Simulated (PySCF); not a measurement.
Dissociation curve of BeH, doublet.

Levels: ROKS-BHandHLYP = restricted open-shell BHandHLYP/aug-cc-pVTZ in PySCF 2.14.0; UMP2 = MP2 on UHF/aug-cc-pVTZ (PySCF 2.14.0); UKS-BHandHLYP = unrestricted BHandHLYP/aug-cc-pVTZ run with PySCF; UCCSD = PySCF 2.14.0 with CCSD on UHF/aug-cc-pVTZ; UKS-B3LYP = PySCF 2.14.0 with unrestricted B3LYP/aug-cc-pVTZ.

Energies are in kJ/mol, each relative to the lowest point of its own curve near equilibrium.

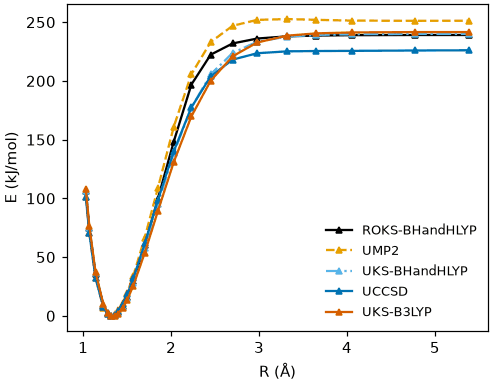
Fig. 1. Energy against bond length for each method.

```
R / Å  ROKS-BHandHLYP   UMP2  UKS-BHandHLYP  UCCSD  UKS-B3LYP
-----  --------------  -----  -------------  -----  ---------
1.03            106.0  101.0          106.4  101.3      107.7
1.07             74.6   70.1           75.0   70.4       76.3
1.14             35.8   32.2           36.1   32.6       37.3
1.23              8.8    6.8            8.9    7.1        9.7
1.28              2.1    1.2            2.1    1.3        2.5
1.32              0.0    0.0            0.0    0.0        0.1
1.36              0.4    1.3            0.3    1.1        0.0
1.40              2.8    4.6            2.6    4.1        1.9
1.45              8.3   11.0            7.9   10.2        6.7
1.50             15.9   19.6           15.3   18.2       13.5
1.57             29.3   34.2           28.3   31.8       25.7
1.70             60.0   66.6           57.9   61.6       53.6
1.85             99.8  108.9           95.5   98.5       89.3
2.03            148.3  160.9          138.6  140.1      130.9
2.23            196.8  205.6          177.1  177.4      169.7
2.45            222.3  233.1          205.6  203.9      200.2
2.70            231.9  246.9          223.8  218.1      221.0
2.98            236.1  251.9          233.4  223.6      232.7
3.32            237.9  252.6          237.7  225.2      238.5
3.65            238.6  252.0          239.1  225.4      240.5
4.06            238.9  251.3          239.7  225.6      241.3
4.77            239.1  251.1          240.0  225.9      241.5
5.39            239.1  251.2          240.0  226.1      241.5
```

At the longest distance, 5.39 Å, UMP2 lies highest above its minimum (251.2 kJ/mol) and UCCSD lowest (226.1 kJ/mol).

The unrestricted determinant behind UMP2, UCCSD is spin-contaminated at 2.03 to 5.39 Å (<S²> up to 1.0, against 0.75 for a pure doublet).
